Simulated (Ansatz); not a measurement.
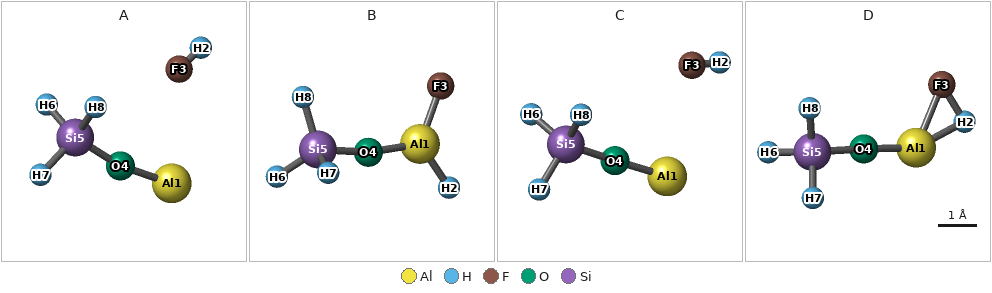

4 geometries from a converged minimum-energy path of AlSiH4OF, shuffled. A ball-and-stick model, seen at a tilt.

Method: RHF/cc-pVDZ (Ansatz 0.2.0). Settings: 5 movable images; climbing image; force threshold 0.05 eV/Å; iteration limit 60; starting path through a guess of the saddle point.

Question: One of them is the converged climbing image. Which?

Answer: D. In order along the path, whose images run from 0 to 6: B (image 0, 0.0 kJ/mol), D (image 3, +378.0 kJ/mol), C (image 5, +207.0 kJ/mol), A (image 6, +206.0 kJ/mol). Breaking: Al1–F3 (1.67 → 1.88 at the top → 3.09 Å), Al1–H2 (1.56 → 1.70 at the top → 3.76 Å). Forming: H2–F3 (2.78 → 1.25 at the top → 0.90 Å).

Limits of the set-up: Hartree-Fock leaves out electron correlation.
